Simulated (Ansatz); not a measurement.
**C2H8Si (SiEtH3): density, localisation and related maps**

Input

```
crystal:
  periodic: [false, false, false]
  atoms:
    - {symbol: Si, position_ang: [-0.310888, -0.427291, -1.370712]}
    - {symbol: C, position_ang: [-0.284417, -0.419253, 0.506466]}
    - {symbol: C, position_ang: [0.524862, 0.741128, 1.094372]}
    - {symbol: H, position_ang: [0.119992, -1.377800, 0.850447]}
    - {symbol: H, position_ang: [-1.319376, -0.382343, 0.864861]}
    - {symbol: H, position_ang: [0.514845, 0.725230, 2.187452]}
    - {symbol: H, position_ang: [1.569001, 0.698395, 0.773506]}
    - {symbol: H, position_ang: [0.125000, 1.707437, 0.775505]}
    - {symbol: H, position_ang: [1.078077, -0.469531, -1.904362]}
    - {symbol: H, position_ang: [-0.962660, 0.808831, -1.883417]}
    - {symbol: H, position_ang: [-1.054427, -1.604804, -1.894118]}
basis:
  gaussian: {orbitals: def2-TZVP, initial_orbitals: start.molden}
hamiltonian: {xc: pbe0, dispersion: d4}
scf: {omitted_lower_state_checks: [starts]}
output: {orbitals: {seedname: orbitals}}
```

Launched as:

```sh
ansatz run in.yaml --threads 4 --pin off --events-out ev --progress --plain --max-ram 3916MiB
```

Geometry: r2SCAN-D4/def2-TZVP.

Theory: RKS PBE0-D4/def2-TZVP in Ansatz 0.2.0.

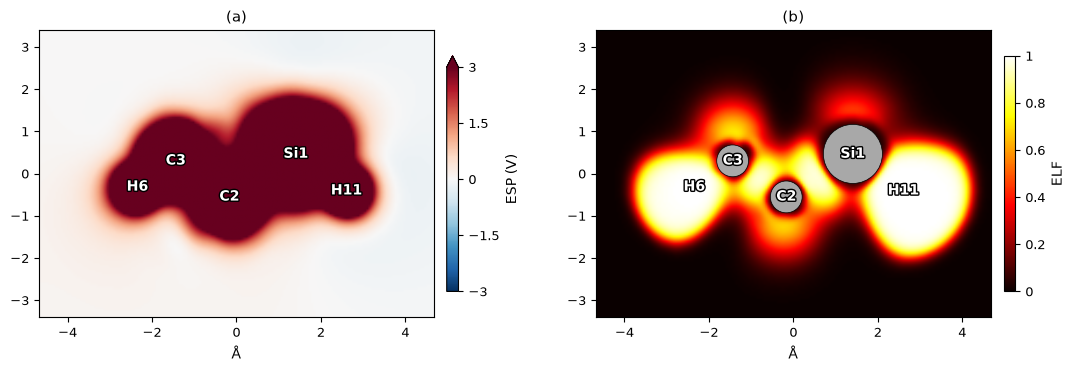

Figure 1. (a) electrostatic potential; (b) ELF on the plane of atoms C2, Si1 and H11. Grey discs cover the atomic cores in the ELF map.

### What do the fields say about this system?

- The section cuts through Si, C and H sites.
- C–C (1.53 Å): the ELF peaks at about 0.95 between the atoms, as expected for a shared electron pair.
- C–Si (1.88 Å): the ELF peaks at about 0.95 between the atoms: localised, covalent bonding.
- C–H (1.09 Å): the ELF climbs to about 1 towards the hydrogen, as it does in any bond to H (a covalent bond by its length).
- Si–H (1.49 Å): the ELF climbs to about 1 towards the hydrogen.
- The potential has no marked negative region in this plane.

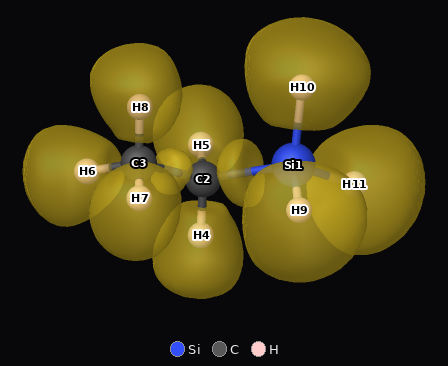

Figure 2. Isosurface of the ELF at 0.8 (yellow), seen from one side. Only the valence region is drawn (cores and ρ < 0.01 e/Å³ removed).

### What do the ELF domains correspond to?

The ELF exceeds this value in one region between bonded C–C atoms (shared pairs), one region between bonded C–Si atoms (shared pairs) and eight regions around hydrogen nuclei.

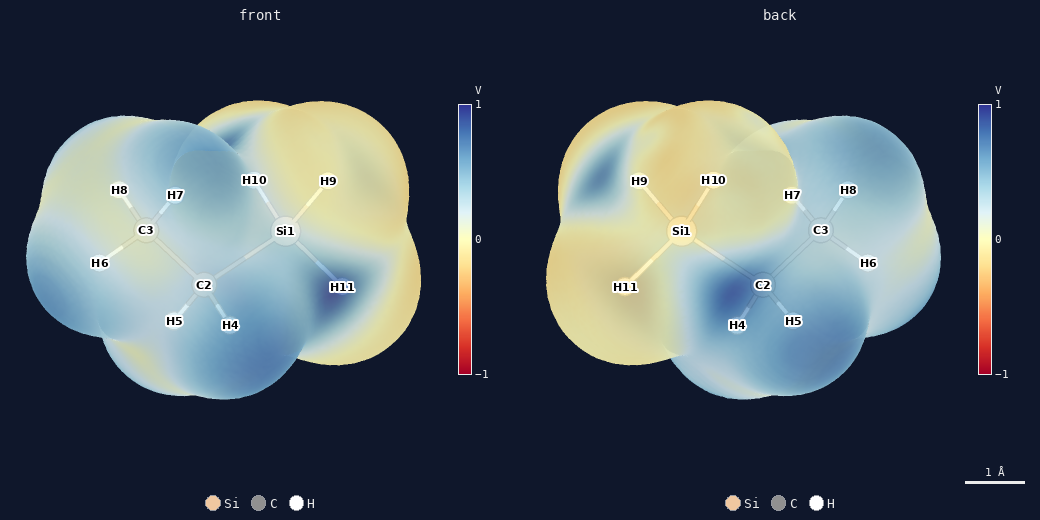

Figure 3. The molecular electrostatic potential painted on the density surface at 0.002 e/bohr³, seen from the front and from behind; the colour scale runs from red (negative) to blue (positive).

### Describe the electrostatic potential map.

The most negative region (about −0.2 V) lies over H9, H10 and H11, the most positive (about +0.8 V, or +18 kcal/mol for a unit charge) over Si1.

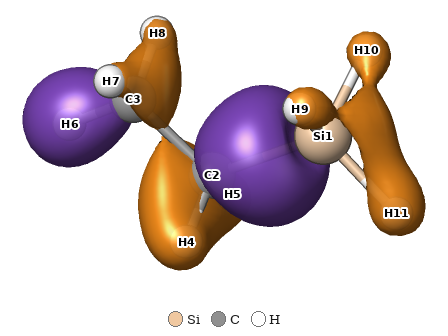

Figure 4. The HOMO at ±0.15 Å⁻³ᐟ² (orange and purple are the two phases), seen at a tilt.

### Describe this orbital and give its energy.

By Hirshfeld shares it lies mainly on C2 (about 35 %), Si1 (about 25 %), C3 (about 10 %) and H6 (about 10 %). Its energy is −8.53 eV.
